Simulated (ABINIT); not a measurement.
# AlN (F-43m): G0W0 in ABINIT against the screening cutoff in the self-energy

How does the gap of AlN (F-43m) converge in the screening cutoff in the self-energy?

Method: PBE and many-body steps on it, plane waves, in ABINIT 10.8.3.

### 1. Starting point

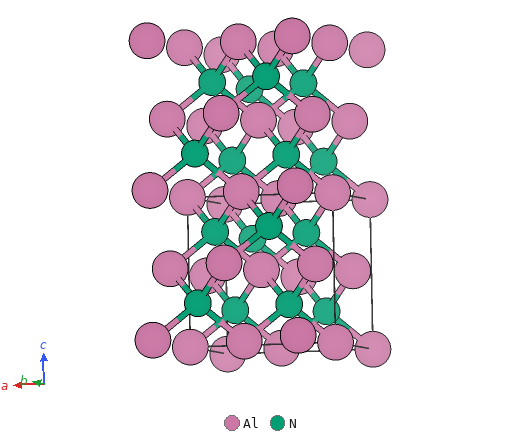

The starting structure, seen from a free direction (aluminium pink, nitrogen teal). 1×2×2 cells are drawn. This picture shows the conventional cell, with its axes. Bonds to atoms that aren't drawn are left out. Some periodic images of atoms are drawn too.

The cell and positions are those that the Materials Project relaxed with its own functionals (PBE, PBE+U or r2SCAN), kept fixed. This is not the form that AlN usually takes at ambient conditions.

### 2. Screening, 6×6×6 mesh, 382 bands, screening to 435.4 eV

This step: ABINIT 10.8.3; RPA screening on PBE, plane waves, norm-conserving pseudopotentials.

The RPA dielectric matrix is built and inverted for each q.

run.abi

```
acell 3*1.0 Angstrom
rprim 
  -0.000000000000 2.183993559600 2.183993559600
  2.183993559600 -0.000000000000 2.183993559600
  2.183993559600 2.183993559600 -0.000000000000
ntypat 2
znucl 13 7
natom 2
typat 1 2
xred 
  0.000000000000 0.000000000000 0.000000000000
  0.750000000000 0.750000000000 0.750000000000
pp_dirpath "pseudos"
pseudos "Al.upf, N.upf"
ecut 36
ngkpt 6 6 6
nshiftk 1
shiftk 0 0 0
kptopt 1
chksymbreak 0
istwfk *1
occopt 1
irdwfk 1
optdriver 3
nband 382
ecuteps 16
inclvkb 2
awtr 1
symchi 1
indata_prefix "in"
outdata_prefix "out"
tmpdata_prefix "tmp"
```

Launch:

```
OMP_NUM_THREADS=1 mpirun -n 8 abinit run.abi > log
```

The program printed:

```text
.Version 10.8.3 of ABINIT. v10.8.2 released Aug 2026.

 Symmetries : space group F-4 3 m (#216); Bravais cF (face-center cubic)
[... echo of the input left out ...]
== DATASET  1 ==================================================================
-   mpi_nproc: 8, omp_nthreads: 1 (-1 if OMP is not activated)

--- !DatasetInfo
iteration_state: {dtset: 1, }
dimensions: {natom: 2, nkpt: 16, mband: 382, nsppol: 1, nspinor: 1, nspden: 1, mpw: 1464, }
cutoff_energies: {ecut:  36.0, pawecutdg:  -1.0, }
electrons: {nelect:   8.00000000E+00, charge:   0.00000000E+00, occopt:   1.00000000E+00, tsmear:   1.00000000E-02, }

 SCREENING: Calculation of the susceptibility and dielectric matrices

 Based on a program developped by R.W. Godby, V. Olevano, G. Onida, and L. Reining.
 Incorporated in ABINIT by V. Olevano, G.-M. Rignanese, and M. Torrent.
.Using double precision arithmetic ; gwpc =  8

[... cell and pseudopotentials left out ...]
--------------------------------------------------------------------------------

 ==== K-mesh for the wavefunctions ====
 Number of points in the irreducible wedge :    16
[... list of points left out ...]
 Together with 24 symmetry operations and time-reversal symmetry
 yields   216 points in the full Brillouin Zone.

 ==== Q-mesh for the screening function ====
 Number of points in the irreducible wedge :    16
[... list of points left out ...]
 Together with 24 symmetry operations and time-reversal symmetry
 yields   216 points in the full Brillouin Zone.

 setmesh: FFT mesh size selected  =    25x   25x   25
          total number of points  =        15625

 vcoul_init : cutoff-mode = AUXILIARY_FUNCTION
 q-points for optical limit:   1
     1)      0.000010    0.000020    0.000030

- screening: taking advantage of time-reversal symmetry
- Maximum band index for partially occupied states nbvw = 4
- Remaining bands to be divided among processors   nbcw = 378
- Number of bands treated by each node ~47

 Number of electrons calculated from density =    8.0000; Expected =    8.0000
 average of density, n =  0.056900
 r_s =    1.6129
 omega_plasma =   23.0097 [eV]

 calculating chi0 at frequencies [eV] :
  1    0.000000E+00    0.000000E+00
  2    0.000000E+00    2.300966E+01

--------------------------------------------------------------------------------
  q-point number  1        q = ( 0.000000, 0.000000, 0.000000) [r.l.u.]
--------------------------------------------------------------------------------
[... chi0 elements left out ...]
 For q-point:  0.000010 0.000020 0.000030
  dielectric constant =   4.3476
  dielectric constant without local fields =   4.7916

  Average fulfillment of the sum rule on Im[epsilon] for q-point    1 :     98.93  [%]
[... wings left out ...]
  q-point number  2        q = ( 0.166667, 0.000000, 0.000000) [r.l.u.]
--------------------------------------------------------------------------------
[... chi0 elements left out ...]
  Average fulfillment of the sum rule on Im[epsilon] for q-point    2 :    100.01  [%]

 [... 14 further q-points ...]
```

It took 50 s on 8 MPI ranks of AMD EPYC 9R45, shared host; peak memory 3.3 GiB.

Numbers from this step:

```yaml
eps_infinity_with_local_fields_on_this_mesh_along_the_program_s_q_direction: 4.348
the_same_without_local_fields: 4.792
plasma_frequency: 23.01 eV
plane_waves_in_the_screening_matrix: 411
```

Local fields lower ε∞ by 9 %.

### 3. 1.6 Ha

This step: G0W0 on PBE, plane waves, norm-conserving pseudopotentials.

run.abi, as its differences from that of step 2:

```diff
@@ -23,8 +23,17 @@
 irdwfk 1
-optdriver 3
+optdriver 4
 nband 382
-ecuteps 16
-inclvkb 2
-awtr 1
-symchi 1
+gwcalctyp 0
+ecutsigx 36
+symsigma 1
+nkptgw 2
+kptgw 
+  0.0000000000 0.0000000000 0.0000000000
+  0.5000000000 0.5000000000 0.0000000000
+bdgw 
+  2 8
+  3 6
+ecuteps 1.6
+irdscr 1
+ppmodel 1
 indata_prefix "in"
```

The program printed:

```text
.Version 10.8.3 of ABINIT. v10.8.2 released Aug 2026.

 Symmetries : space group F-4 3 m (#216); Bravais cF (face-center cubic)
[... echo of the input left out ...]
== DATASET  1 ==================================================================
-   mpi_nproc: 8, omp_nthreads: 1 (-1 if OMP is not activated)

--- !DatasetInfo
iteration_state: {dtset: 1, }
dimensions: {natom: 2, nkpt: 16, mband: 382, nsppol: 1, nspinor: 1, nspden: 1, mpw: 1464, }
cutoff_energies: {ecut:  36.0, pawecutdg:  -1.0, }
electrons: {nelect:   8.00000000E+00, charge:   0.00000000E+00, occopt:   1.00000000E+00, tsmear:   1.00000000E-02, }

 SIGMA: Calculation of the GW corrections

 Based on a program developped by R.W. Godby, V. Olevano, G. Onida, and L. Reining.
 Incorporated in ABINIT by V. Olevano, G.-M. Rignanese, and M. Torrent.
.Using double precision arithmetic ; gwpc =  8

[... cell and pseudopotentials left out ...]
--------------------------------------------------------------------------------

 ==== K-mesh for the wavefunctions ====
 Number of points in the irreducible wedge :    16
[... list of points left out ...]
 Together with 24 symmetry operations and time-reversal symmetry
 yields   216 points in the full Brillouin Zone.

 ==== Q-mesh for screening function ====
 Number of points in the irreducible wedge :    16
[... list of points left out ...]
 Together with 24 symmetry operations and time-reversal symmetry
 yields   216 points in the full Brillouin Zone.

 vcoul_init : cutoff-mode = AUXILIARY_FUNCTION
 q-points for optical limit:   1
     1)      0.000010    0.000020    0.000030
 setmesh: FFT mesh size selected  =    32x   32x   32
          total number of points  =        32768

 Number of electrons calculated from density =    8.0000; Expected =    8.0000
 average of density, n =  0.056900
 r_s =    1.6129
 omega_plasma =   23.0097 [eV]

 === KS Band Gaps ===
  >>>> For spin  1
   Minimum direct gap =   4.1921 [eV], located at k-point      :   0.0000  0.0000  0.0000
   Fundamental gap    =   3.3248 [eV], Top of valence bands at :   0.0000  0.0000  0.0000
                                       Bottom of conduction at :   0.5000  0.5000  0.0000
 SIGMA fundamental parameters:
 PLASMON POLE MODEL  1
 number of plane-waves for SigmaX                 1459
 number of plane-waves for SigmaC and W             15
 number of plane-waves for wavefunctions          1459
 number of bands                                   382
 number of independent spin polarizations            1
 number of spinorial components                      1
 number of k-points in IBZ                          16
 number of q-points in IBZ                          16
 number of symmetry operations                      24
 number of k-points in BZ                          216
 number of q-points in BZ                          216
 number of frequencies for dSigma/dE                 9
 frequency step for dSigma/dE [eV]                0.25
 number of omega for Sigma on real axis              0
 max omega for Sigma on real axis  [eV]           0.00
 zcut for avoiding poles [eV]                     0.10

 EPSILON^-1 parameters (SCR file):
 dimension of the eps^-1 matrix on file            411
 dimension of the eps^-1 matrix used                15
 number of plane-waves for wavefunctions          1459
 number of bands                                   382
 number of q-points in IBZ                          16
 number of frequencies                               2
 number of real frequencies                          1
 number of imag frequencies                          1

 matrix elements of self-energy operator (all in [eV])

 Perturbative Calculation

--- !SelfEnergy_ee
iteration_state: {dtset: 1, }
kpoint     : [   0.000,    0.000,    0.000, ]
spin       : 1
KS_gap     :    4.192
QP_gap     :    5.256
Delta_QP_KS:    1.064
data: !SigmaeeData |
     Band     E0 <VxcDFT>   SigX SigC(E0)      Z dSigC/dE  Sig(E)    E-E0       E
        2   5.159 -16.959 -20.996   3.367   0.809  -0.236 -17.501  -0.541   4.617
        3   5.159 -16.959 -20.996   3.367   0.809  -0.236 -17.501  -0.541   4.617
        4   5.159 -16.959 -20.996   3.367   0.809  -0.236 -17.501  -0.541   4.617
        5   9.351 -12.531  -8.056  -3.848   0.832  -0.202 -12.009   0.522   9.873
        6  17.748  -9.892  -4.092  -4.805   0.821  -0.219  -9.075   0.816  18.564
        7  17.748  -9.892  -4.092  -4.805   0.821  -0.219  -9.075   0.816  18.564
        8  17.748  -9.892  -4.092  -4.805   0.821  -0.219  -9.075   0.816  18.564

--- !SelfEnergy_ee
iteration_state: {dtset: 1, }
kpoint     : [   0.500,    0.500,    0.000, ]
spin       : 1
KS_gap     :    5.100
QP_gap     :    6.436
Delta_QP_KS:    1.336
data: !SigmaeeData |
     Band     E0 <VxcDFT>   SigX SigC(E0)      Z dSigC/dE  Sig(E)    E-E0       E
        3   3.383 -15.432 -20.146   3.580   0.802  -0.247 -16.341  -0.909   2.474
        4   3.383 -15.432 -20.146   3.580   0.802  -0.247 -16.341  -0.909   2.474
        5   8.483  -9.206  -5.016  -3.681   0.839  -0.191  -8.778   0.427   8.911
        6  13.810  -9.461  -4.383  -4.189   0.842  -0.188  -8.713   0.748  14.558

== END DATASET(S) ==============================================================
================================================================================

 -outvars: echo values of variables after computation  --------
           etotal      0.0000000000E+00
            nband         382
             nkpt          16
          spgroup         216
 [... the other variables as echoed above ...]

 Calculation completed.
```

Wall time 2.2 s (8 MPI ranks); peak memory 0.19 GiB; 16 s of CPU time.

This step gave:

```yaml
g0w0_gap_on_the_points_computed: 4.294 eV
starting_gap_on_the_mesh: 3.325 eV
k_of_the_valence_top: 0, 0, 0
k_of_the_conduction_bottom: 0.5, 0.5, 0
z_at_the_valence_top: 0.809
z_at_the_conduction_bottom: 0.839
least_direct_g0w0_gap_on_the_computed_points: 5.256 eV
```

### 4. 3.2 Ha

run.abi, as its differences from that of step 3:

```diff
@@ -35,3 +35,3 @@
   3 6
-ecuteps 1.6
+ecuteps 3.2
 irdscr 1
```

The program printed:

```text
.Version 10.8.3 of ABINIT. v10.8.2 released Aug 2026.

 Symmetries : space group F-4 3 m (#216); Bravais cF (face-center cubic)
[... echo of the input left out ...]
== DATASET  1 ==================================================================
-   mpi_nproc: 8, omp_nthreads: 1 (-1 if OMP is not activated)

--- !DatasetInfo
iteration_state: {dtset: 1, }
dimensions: {natom: 2, nkpt: 16, mband: 382, nsppol: 1, nspinor: 1, nspden: 1, mpw: 1464, }
cutoff_energies: {ecut:  36.0, pawecutdg:  -1.0, }
electrons: {nelect:   8.00000000E+00, charge:   0.00000000E+00, occopt:   1.00000000E+00, tsmear:   1.00000000E-02, }

 SIGMA: Calculation of the GW corrections

 Based on a program developped by R.W. Godby, V. Olevano, G. Onida, and L. Reining.
 Incorporated in ABINIT by V. Olevano, G.-M. Rignanese, and M. Torrent.
.Using double precision arithmetic ; gwpc =  8

[... cell and pseudopotentials left out ...]
--------------------------------------------------------------------------------

 ==== K-mesh for the wavefunctions ====
 Number of points in the irreducible wedge :    16
[... list of points left out ...]
 Together with 24 symmetry operations and time-reversal symmetry
 yields   216 points in the full Brillouin Zone.

 ==== Q-mesh for screening function ====
 Number of points in the irreducible wedge :    16
[... list of points left out ...]
 Together with 24 symmetry operations and time-reversal symmetry
 yields   216 points in the full Brillouin Zone.

 vcoul_init : cutoff-mode = AUXILIARY_FUNCTION
 q-points for optical limit:   1
     1)      0.000010    0.000020    0.000030
 setmesh: FFT mesh size selected  =    32x   32x   32
          total number of points  =        32768

 Number of electrons calculated from density =    8.0000; Expected =    8.0000
[...]
number of omega for Sigma on real axis              0
 max omega for Sigma on real axis  [eV]           0.00
 zcut for avoiding poles [eV]                     0.10

 EPSILON^-1 parameters (SCR file):
 dimension of the eps^-1 matrix on file            411
 dimension of the eps^-1 matrix used                51
 number of plane-waves for wavefunctions          1459
 number of bands                                   382
 number of q-points in IBZ                          16
 number of frequencies                               2
 number of real frequencies                          1
 number of imag frequencies                          1

 matrix elements of self-energy operator (all in [eV])

 Perturbative Calculation

--- !SelfEnergy_ee
iteration_state: {dtset: 1, }
kpoint     : [   0.000,    0.000,    0.000, ]
spin       : 1
KS_gap     :    4.192
QP_gap     :    5.470
Delta_QP_KS:    1.278
data: !SigmaeeData |
     Band     E0 <VxcDFT>   SigX SigC(E0)      Z dSigC/dE  Sig(E)    E-E0       E
        2   5.159 -16.959 -20.996   3.113   0.792  -0.263 -17.691  -0.731   4.427
        3   5.159 -16.959 -20.996   3.113   0.792  -0.263 -17.691  -0.731   4.427
        4   5.159 -16.959 -20.996   3.113   0.792  -0.263 -17.691  -0.731   4.427
[...]
--- !SelfEnergy_ee
iteration_state: {dtset: 1, }
kpoint     : [   0.500,    0.500,    0.000, ]
spin       : 1
KS_gap     :    5.100
QP_gap     :    6.490
Delta_QP_KS:    1.390
data: !SigmaeeData |
     Band     E0 <VxcDFT>   SigX SigC(E0)      Z dSigC/dE  Sig(E)    E-E0       E
[...]
5   8.483  -9.206  -5.016  -3.788   0.836  -0.196  -8.870   0.336   8.819
        6  13.810  -9.461  -4.383  -4.375   0.839  -0.192  -8.871   0.589  14.400

== END DATASET(S) ==============================================================
================================================================================

 -outvars: echo values of variables after computation  --------
           etotal      0.0000000000E+00
            nband         382
             nkpt          16
          spgroup         216
 [... the other variables as echoed above ...]

 Calculation completed.
```

Wall time 3.8 s (8 MPI ranks); peak memory 2.1 GiB; 29 s of CPU time.

This step gave:

* G0W0 gap on the points computed: 4.392 eV
* starting gap on the mesh: 3.325 eV
* k of the valence top: 0, 0, 0
* k of the conduction bottom: 0.5, 0.5, 0
* Z at the valence top: 0.792
* Z at the conduction bottom: 0.836
* least direct G0W0 gap on the computed points: 5.470 eV

### 5. 5.6 Ha

The self-energy is evaluated for the states that the input lists, and the levels follow from it, in one-shot runs by the linearised quasiparticle equation.

run.abi, as its differences from that of step 4:

```diff
@@ -35,3 +35,3 @@
   3 6
-ecuteps 3.2
+ecuteps 5.6
 irdscr 1
```

The program printed:

```text
.Version 10.8.3 of ABINIT. v10.8.2 released Aug 2026.

 Symmetries : space group F-4 3 m (#216); Bravais cF (face-center cubic)
[... echo of the input left out ...]
== DATASET  1 ==================================================================
-   mpi_nproc: 8, omp_nthreads: 1 (-1 if OMP is not activated)

--- !DatasetInfo
iteration_state: {dtset: 1, }
dimensions: {natom: 2, nkpt: 16, mband: 382, nsppol: 1, nspinor: 1, nspden: 1, mpw: 1464, }
cutoff_energies: {ecut:  36.0, pawecutdg:  -1.0, }
[...]
Band     E0 <VxcDFT>   SigX SigC(E0)      Z dSigC/dE  Sig(E)    E-E0       E
[...]
5   8.483  -9.206  -5.016  -3.802   0.836  -0.197  -8.882   0.323   8.807
        6  13.810  -9.461  -4.383  -4.412   0.838  -0.193  -8.903   0.557  14.368

== END DATASET(S) ==============================================================
================================================================================

 -outvars: echo values of variables after computation  --------
           etotal      0.0000000000E+00
            nband         382
             nkpt          16
          spgroup         216
 [... the other variables as echoed above ...]

 Calculation completed.
```

Wall time 5.3 s (8 MPI ranks); peak memory 1.8 GiB.

Numbers from this step:

```
G0W0 gap on the points computed              : 4.507 eV
starting gap on the mesh                     : 3.325 eV
k of the valence top                         : 0, 0, 0
k of the conduction bottom                   : 0.5, 0.5, 0
least direct G0W0 gap on the computed points : 5.581 eV
```

The gap on the mesh goes from 3.32 eV to 4.51 eV, a correction of +1.18 eV.

[end of part 1 of 2]

[Paths, hosts, dates, memory and timing lines, banners, echoed tables and standing remarks are left out of the program output.]

[Logs are printed without paths, hosts, clocks, repeated set-up lines and the standing remarks that a program may print on its own settings, such as how far it seeks lower states.]

[Runs of the session that timed out or met a known fault of the program may be left out.]

[Hosts, paths, dates, database ids (printed as entryN), source tags and the programs' standing remarks are cut or masked in the printed files.]

[G0W0 gaps are taken among the corrected bands and points alone; a level outside them can change the order at an edge.]

[Where Ansatz stands beside ABINIT at settings called matched, ABINIT's density can come from a denser mesh and the files from another edition; pairs whose starting gaps differed by over 0.03 eV were left out, so agreement reads better than it is.]
